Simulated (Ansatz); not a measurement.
# SiH2Br− (SMILES [SiH2-]Br): levels of theory compared

Wanted: a comparison of 6 runs (UB3LYP/STO-3G, UPBE0/STO-3G, r2SCAN0/STO-3G, CCSDTQ/STO-3G, CCSD/STO-3G, FCI/STO-3G) of SiH2Br−. 

The results are computed with Ansatz 0.2.0.

4 further runs of the same task are left out: 2 that didn't finish, 2 set aside as unsound or not needed.

## 1. The system as given

SiH2Br− has 4 atoms, charge -1, and is taken as a singlet. As SMILES, `[SiH2-]Br`. The H3–Si1 distance was set to 3.741 Å, away from the relaxed value. At this shape a bond of the SMILES string is far longer than usual.

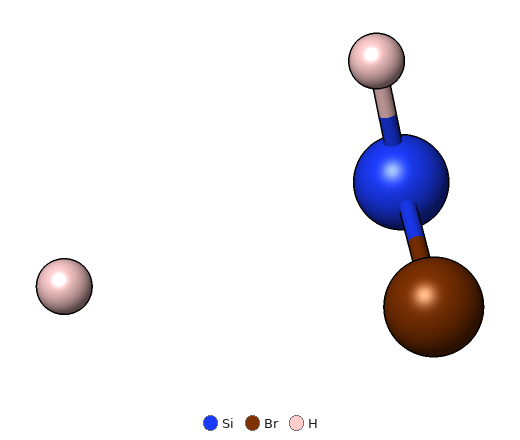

Viewed from a chosen angle; silicon blue, bromine brown, hydrogen pink.

## 2. The energy at UB3LYP/STO-3G (run 1)

in.yaml reads:

```yaml
crystal:
  periodic: [false, false, false]
  atoms:
    - symbol: Si
      position_ang: [1.334973, -0.062536, -2.240635]
    - symbol: Br
      position_ang: [3.214643, 0.009114, -0.710155]
    - symbol: H
      position_ang: [-1.209900, -0.529990, 0.461390]
    - symbol: H
      position_ang: [1.241083, 1.424834, -2.374285]
basis:
  gaussian: {orbitals: STO-3G}
total_charge: -1
magnetization: {spin_polarized: true, initial_magnetization: 0}
hamiltonian: {xc: {name: B3LYP}}
accuracy: high
```

On the command line:

```console
$ ansatz run in.yaml --threads 1 --pin off --max-ram 2610MiB --events-out events.jsonl --progress --plain --runs-dir runs
```

Log:

```text
Warning: RAYON_NUM_THREADS=1 ignored (pool sized by the plan → 1); use --threads N
Functional definition: B3LYP
  name "B3LYP"
  parameter a0 = 0.2
  parameter ax = 0.72
  parameter ac = 0.81
  exchange = (1 - a0 - ax)*slater_x + ax*b88_x + a0*exact_x
  correlation = (1 - ac)*vwn_rpa_c + ac*lyp_c
406 factors; integrals over basis functions are off by at most 1.2e-8 eV
mean field evaluation 1: about -77086.1734 eV, gradient 1.1e1 eV
mean field evaluation 2: about -77065.5978 eV, gradient 2.3e1 eV
mean field evaluation 4: about -77089.0956 eV, gradient 1.1e1 eV
mean field evaluation 8: about -77090.4214 eV, gradient 7.1e-1 eV
mean field evaluation 16: about -77090.4185 eV, gradient 3.9e-4 eV
mean field evaluation 32: about -77091.1968 eV, gradient 9.8e-9 eV
mean field -77091.19682405 eV, -2833.0492289937 hartree, gradient 1.8e-8 eV, S^2 0.692809; 3 other end points of the search recorded, 0 dependent functions left out
reference -77091.19685531 eV, -2833.0492301425 hartree; 26, 26 occupied and 3, 3 virtual orbitals, 406 factors
Total energy: -77091.19685531 eV, -2833.0492301425 hartree
```

It took 5.7 s on 1 thread of Arm Neoverse V1, shared host; peak memory 0.14 GiB.

## 3. A single-point energy at UPBE0/STO-3G (run 2)

run.yaml reads:

```yaml
crystal:
  periodic: [false, false, false]
  atoms:
    - symbol: Si
      position_ang: [1.334973, -0.062536, -2.240635]
    - symbol: Br
      position_ang: [3.214643, 0.009114, -0.710155]
    - symbol: H
      position_ang: [-1.209900, -0.529990, 0.461390]
    - symbol: H
      position_ang: [1.241083, 1.424834, -2.374285]
basis:
  gaussian:
    orbitals: STO-3G
accuracy: high
hamiltonian:
  xc: {name: PBE0}
magnetization:
  spin_polarized: true
  initial_magnetization: 0
total_charge: -1
```

On the command line:

```console
$ ansatz run run.yaml --threads 1 --pin off --max-ram 2610MiB --events-out events.jsonl --progress --plain --runs-dir runs
```

Log:

```text
Warning: RAYON_NUM_THREADS=1 ignored (pool sized by the plan → 1); use --threads N
Functional definition: PBE0
  name "PBE0"
  parameter a = 0.25
  parameter kappa = 0.804
  parameter beta = 0.06672455060314922
  exchange = (1 - a)*pbe_x(kappa = kappa, mu = beta*pi^2/3) + a*exact_x
  correlation = pbe_c(beta = beta)
406 factors; integrals over basis functions are off by at most 1.2e-8 eV
mean field evaluation 1: about -77076.9034 eV, gradient 1.1e1 eV
mean field evaluation 2: about -77057.1957 eV, gradient 2.2e1 eV
mean field evaluation 4: about -77080.6020 eV, gradient 5.7e0 eV
mean field evaluation 8: about -77081.0298 eV, gradient 1.3e-1 eV
mean field evaluation 16: about -77081.0301 eV, gradient 6.1e-4 eV
mean field evaluation 32: about -77081.9892 eV, gradient 1.2e-8 eV
mean field -77081.98919261 eV, -2832.7108547797 hartree, gradient 1.3e-8 eV, S^2 0.754100; 3 other end points of the search recorded, 0 dependent functions left out
reference -77081.98919414 eV, -2832.7108548358 hartree; 26, 26 occupied and 3, 3 virtual orbitals, 406 factors
Total energy: -77081.98919414 eV, -2832.7108548358 hartree
```

Wall time 4.5 s (1 thread of Arm Neoverse V1, shared host); peak memory 0.14 GiB.

## 4. The energy at r2SCAN0/STO-3G (run 3)

molecule.yaml reads:

```yaml
crystal:
  periodic: [false, false, false]
  atoms:
    - {symbol: Si, position_ang: [1.334973, -0.062536, -2.240635]}
    - {symbol: Br, position_ang: [3.214643, 0.009114, -0.710155]}
    - {symbol: H, position_ang: [-1.209900, -0.529990, 0.461390]}
    - {symbol: H, position_ang: [1.241083, 1.424834, -2.374285]}
basis:
  gaussian:
    orbitals: STO-3G
total_charge: -1
hamiltonian:
  xc: {name: r2SCAN0}
accuracy: high
```

On the command line:

```console
$ ansatz run molecule.yaml --threads 1 --pin off --max-ram 2610MiB --events-out events.jsonl --progress --plain --runs-dir runs
```

Log:

```text
Warning: RAYON_NUM_THREADS=1 ignored (pool sized by the plan → 1); use --threads N
Functional definition: r2SCAN0
  name "r2SCAN0"
[... 1 set-up line as earlier in the session ...]
  parameter k0 = 0.174
  parameter k1 = 0.065
  parameter a1 = 4.9479
  exchange = (1 - a)*r2scan_x(k0 = k0, k1 = k1, a1 = a1) + a*exact_x
  correlation = r2scan_c
406 factors; integrals over basis functions are off by at most 1.2e-8 eV
mean field evaluation 1: about -77090.1798 eV, gradient 1.5e1 eV
mean field evaluation 2: about -77070.7444 eV, gradient 3.0e1 eV
mean field evaluation 4: about -77093.9159 eV, gradient 3.7e0 eV
mean field evaluation 8: about -77093.9159 eV, gradient 3.7e0 eV
mean field evaluation 16: about -77094.0214 eV, gradient 2.9e-8 eV
mean field -77094.02136336 eV, -2833.1530288990 hartree, gradient 2.9e-8 eV, S^2 0.000000; 0 other end points of the search recorded, 0 dependent functions left out
reference -77094.02136370 eV, -2833.1530289116 hartree; 26, 26 occupied and 3, 3 virtual orbitals, 406 factors
Total energy: -77094.02136370 eV, -2833.1530289116 hartree
```

Wall time 3.6 s (1 thread of Arm Neoverse V1, shared host); peak memory 0.14 GiB.

Runs 4 to 5 aren't shown in full; the table further down has their settings and results.

## 5. The energy at FCI/STO-3G (run 6)

in.yaml reads:

```yaml
crystal:
  periodic: [false, false, false]
  atoms:
    - {symbol: Si, position_ang: [1.334973, -0.062536, -2.240635]}
    - {symbol: Br, position_ang: [3.214643, 0.009114, -0.710155]}
    - {symbol: H, position_ang: [-1.209900, -0.529990, 0.461390]}
    - {symbol: H, position_ang: [1.241083, 1.424834, -2.374285]}
basis:
  gaussian:
    orbitals: STO-3G
total_charge: -1
correlation:
  method: fci
  frozen_orbitals: {Br: 9, H: 0, Si: 5}
accuracy: high
```

On the command line:

```console
$ ansatz run in.yaml --threads 1 --pin off --max-ram 2610MiB --events-out events.jsonl --progress --plain --runs-dir runs
```

Log:

```text
Warning: RAYON_NUM_THREADS=1 ignored (pool sized by the plan → 1); use --threads N
Functional definition: HF
  name "HF"
  exchange = exact_x
  correlation = 0
406 factors; integrals over basis functions are off by at most 1.2e-8 eV
mean field evaluation 1: about -77034.4092 eV, gradient 1.2e1 eV
mean field evaluation 2: about -77034.4436 eV, gradient 1.2e1 eV
mean field evaluation 4: about -77035.7262 eV, gradient 4.7e0 eV
mean field evaluation 8: about -77036.2754 eV, gradient 3.2e-4 eV
mean field -77036.27377097 eV, -2831.0308440213 hartree, gradient 2.6e-8 eV, S^2 0.000000; 0 other end points of the search recorded, 0 dependent functions left out; unrestricted orbitals would lower it
mean field evaluation 16: about -77036.9161 eV, gradient 2.1e1 eV
unrestricted determinant -77039.47586889 eV, -2831.1485189495 hartree, S^2 1.0004
14 core orbitals not correlated: weight in the atoms' cores, before any rotation towards them, 1.000 or more for the frozen orbitals, at most 0.000 for the correlated occupied ones
reference -77036.27377097 eV, -2831.0308440213 hartree; 12, 12 occupied and 3, 3 virtual orbitals, 406 factors
state -77040.36141189 eV, -2831.1810620545 hartree
Total energy: -77040.36141189 eV, -2831.1810620545 hartree
```

Wall time 0.97 s (1 thread of Arm Neoverse V1, shared host).

## 6. Overview of the runs

| run | level | frozen core orbitals | energy (Eh) | wall time |
| --- | --- | --- | --- | --- |
| 1 | UB3LYP/STO-3G | – | -2833.049230 | 5.7 s |
| 2 | UPBE0/STO-3G | – | -2832.710855 | 4.5 s |
| 3 | r2SCAN0/STO-3G | – | -2833.153029 | 3.6 s |
| 4 | CCSDTQ/STO-3G | 14 | -2831.181062 | 20 s |
| 5 | CCSD/STO-3G | 14 | -2831.179360 | 0.36 s |
| 6 | FCI/STO-3G | 14 | -2831.181062 | 0.97 s |

## 7. What came out

| quantity | value |
| --- | --- |
| run 6: total energy | -2831.18106 Eh |
| run 6: correlation energy (14 core orbitals frozen) | -150.2 mEh |

Against full CI in this basis: CCSDTQ -0.0 mEh; CCSD +1.7 mEh. Totals of different functionals can't be ranked against each other. In run 5 the T1 diagnostic is large, so a single reference may not serve. In runs 4, 5 the log says that unrestricted orbitals would lower the reference, so the values rest on an unstable closed-shell determinant (other closed-shell runs at this shape may share the fault). In runs 1, 2, 3, 4, 5, 6 the basis is minimal, so the values are rough. Spin contamination of the reference: run 2 ⟨S²⟩ = 0.75, run 1 ⟨S²⟩ = 0.69. Where it is this large, the reference is a mixture of spin states, and values that rest on it are in doubt. All runs together took 36 s, the longest 20 s.
